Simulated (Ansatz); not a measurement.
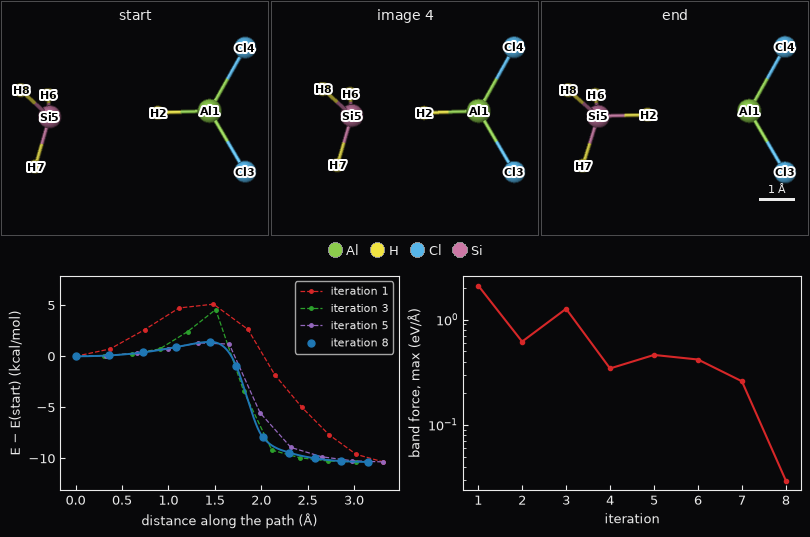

NEB run on AlSiH4Cl2 (multiplicity 2), made up at the start of AlHCl$_{2}$ and SiH₃. Images are numbered from 0 (start) to 10 (end). The plot follows the band through its iterations. The picture is a ball-and-stick view, seen at a tilt.

The calculation used UKS PBE0-D4/6-31G* (Ansatz). Set-up: 9 movable images; climbing image; force threshold 0.05 eV/Å; iteration limit 48; starting path through a guess of the saddle point.

Q: How did the profile develop, and is the result final?

A: The run is converged, with reservations. The band converged in 8 iterations. The largest component of the band force went from 2.1 to 0.03 eV/Å. The climbing image converged on the top of the path. Its vibrational analysis gives 2 imaginary modes over 30i cm⁻¹, so it isn't confirmed as a transition state. The first iteration put the highest image at 5.1 kcal/mol. Forward barrier 1.4 kcal/mol, backward barrier 11.8 kcal/mol, with image 4 at the top; the reaction energy is −10.3 kcal/mol.

Limits of the set-up: the start holds two separate molecules, 3.3 Å apart at their closest, whose relative position is a soft coordinate.
